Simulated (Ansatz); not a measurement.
Cell of fcc Al (1 1 1) on zinc-blende InAs (1 1 1) (film strained to the substrate, faces as cut), relaxed at this level with a, b, gamma of the cell held:

```
CELL_PARAMETERS angstrom
      7.57589    -0.00001    -0.00023
     -3.78794     6.56081    -0.03715
     -3.15702    -0.87184    24.49572
ATOMIC_POSITIONS crystal
  As 0.13949 0.58311 0.03312
  As 0.76670 0.00402 0.03341
  As 0.56770 0.40204 0.03420
  As 0.56759 0.68360 0.18013
  As 0.23141 0.01514 0.17450
  As 0.90261 0.35066 0.18210
  As 0.97396 0.70971 0.32432
  As 0.63583 0.03969 0.32464
  As 0.30714 0.37178 0.32657
  As 0.37574 0.73072 0.47157
  As 0.04665 0.06422 0.47443
  As 0.71686 0.39474 0.47080
  In 0.21432 0.67008 0.14330
  In 0.87773 0.01341 0.14343
  In 0.55682 0.34973 0.14371
  In 0.62007 0.70061 0.28987
  In 0.28605 0.03563 0.28597
  In 0.95690 0.36820 0.29143
  In 0.02444 0.72976 0.43395
  In 0.69508 0.05171 0.43439
  In 0.36479 0.39187 0.43728
  In 0.50722 0.78892 0.57975
  In 0.97266 0.95607 0.57922
  In 0.80853 0.48060 0.57936
  Al 0.95575 0.72362 0.68162
  Al 0.09619 0.43664 0.67201
  Al 0.24204 0.15358 0.67699
  Al 0.52098 0.56674 0.67525
  Al 0.65853 0.28171 0.67584
  Al 0.81185 0.01350 0.67892
  Al 0.37370 0.86340 0.67501
  Al 0.09605 0.21619 0.77106
  Al 0.24221 0.92752 0.77238
  Al 0.37765 0.63864 0.76978
  Al 0.66677 0.06802 0.77333
  Al 0.80194 0.77749 0.77196
  Al 0.94503 0.49054 0.77136
  Al 0.52354 0.35154 0.77314
  Al 0.22567 0.69206 0.86414
  Al 0.38306 0.41738 0.86613
  Al 0.53349 0.13291 0.86901
  Al 0.80080 0.55031 0.86787
  Al 0.95195 0.27970 0.86855
  Al 0.08735 0.98562 0.85903
  Al 0.65976 0.84517 0.86504
  Al 0.35979 0.15765 0.95590
  Al 0.47123 0.87228 0.95959
  Al 0.67973 0.66267 0.96287
  Al 0.96712 0.05814 0.95612
  Al 0.07336 0.76692 0.95642
  Al 0.26696 0.45429 0.96572
  Al 0.79583 0.31945 0.98100
```

Calculation: PBE (plane waves to 420 eV, PAW; Ansatz, a quantum-chemistry and plane-wave program). No spin–orbit coupling; the runs are not spin-polarised. Its k-point mesh 4×4×1, Fermi–Dirac width 0.05 eV.

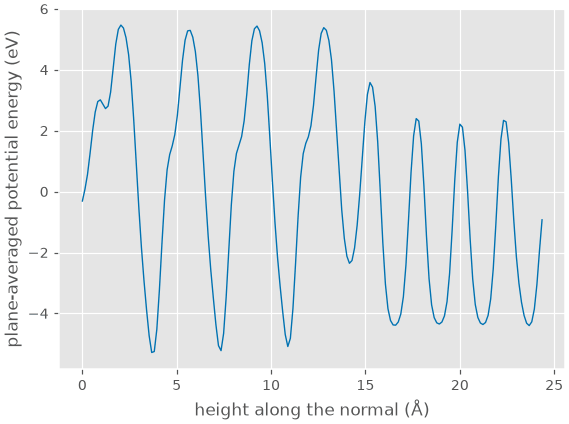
Figure: Smooth (PAW) electrostatic potential energy of an electron, averaged over planes, about its mean

The curve spans 10.8 eV over the stretch drawn.
